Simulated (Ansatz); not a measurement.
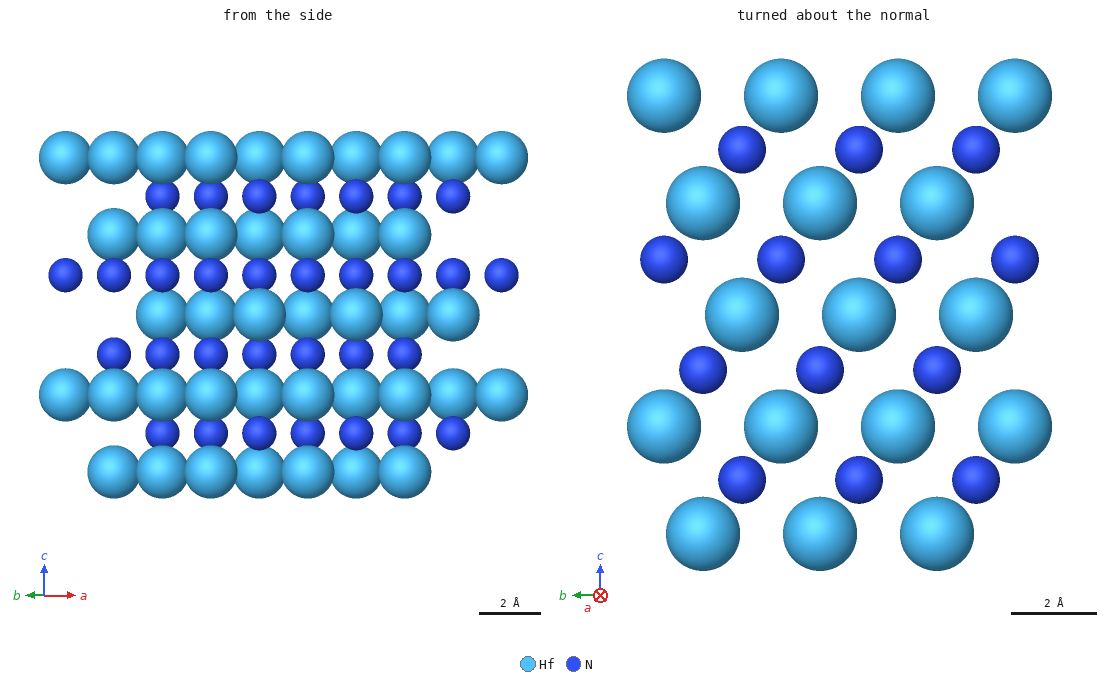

A spheres-only picture of a periodic slab, seen from the side and turned about the normal. The surface normal points up in side views; the vacuum is left out. 3×3 cells are drawn in the plane, with atoms at the edges repeated.

The cell holds 5 Hf, 4 N. The slab was cut from bulk HfN (Fm-3m).

Question: Which atoms form the outer planes?

Answer: The top face ends in Hf, the bottom face in Hf. The two faces are alike.

Question: What is the thickness of the slab?

Answer: About 10 Å from the lowest to the highest atom.

Question: Go down through the slab and list the planes.

Answer: Nine planes: Hf / N / Hf / N / Hf / N / Hf / N / Hf.

Question: Index the surface.

Answer: (1 1 1).

The initial geometry was a structure type filled with these elements by a generator (whether the compound takes this form wasn't checked); a slab was cut from it. The atoms were relaxed in a fixed cell with DFT PBEsol, scalar-relativistic, plane waves, PAW (Ansatz 0.2.0).
